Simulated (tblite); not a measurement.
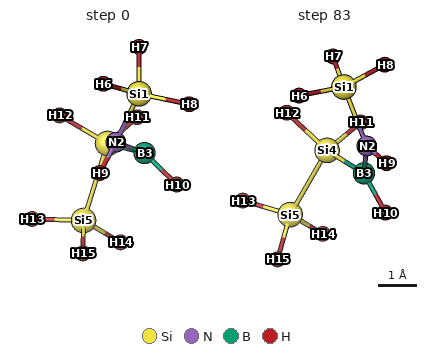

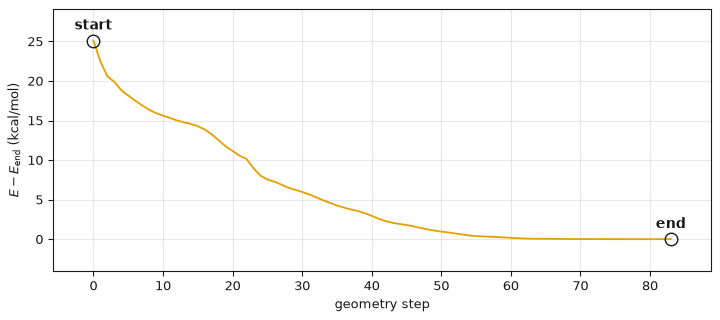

First and last geometry of a relaxation of BSi₃NH₁₀, with the history of the run. A ball-and-stick model, seen from a free direction.

Computed with GFN2-xTB geometry optimisation, gas phase in tblite 0.8.0. 

What do the curves and the structures tell?

Answer. It converged. The largest move after the best rigid fit is that of H9, 1.96 Å. By element the largest moves are H 1.96 Å, N 0.96 Å, B 0.64 Å, Si 0.44 Å. Among the contacts that change: N2–B3 1.498 → 1.397 Å, Si4–Si5 2.235 → 2.318 Å, B3–Si4 1.936 → 1.961 Å, Si4–H11 1.458 → 1.482 Å. Among the angles between lasting bonds that change: Si1–N2–B3 116.8° → 134.0°, H11–Si4–H12 110.8° → 101.8°, B3–Si4–Si5 106.4° → 114.7°. After 83 geometry steps the energy has fallen by 25.1 kcal/mol.
